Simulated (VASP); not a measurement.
Band structure of HfS$_{2}$ (1T layered). Computed with LDA (Ceperley-Alder, Perdew-Zunger), VASP's LDA PAW potentials (set 64) (plane waves; VASP).

Unless said otherwise, spin-orbit coupling is left out, though it shifts the bands of the heavy elements here.

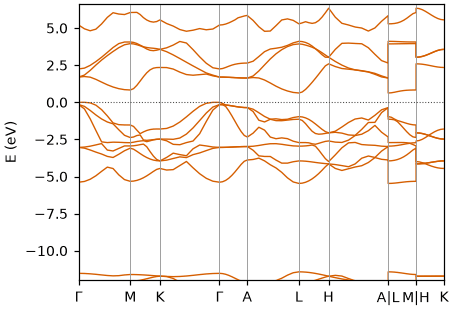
Figure. Bands along high-symmetry lines, zero at the valence-band maximum or, without a gap, the Fermi level

Problem. Read the plot: is there a gap, and where are the band edges?

Solution. The gap is indirect, 0.63 eV, from the valence maximum at Γ-M at 0.11 to the conduction minimum at L. (Edges off the drawn lines would not show.)

Measured: gap 1.80 eV (computed value off by -1.17 eV), as given by Miłosz Rybak et al., Nanomaterials (2022), arXiv:2210.12074.

The compound is HfS2 in the 1T layered structure. It was relaxed first, which changed the volume by -7 %.
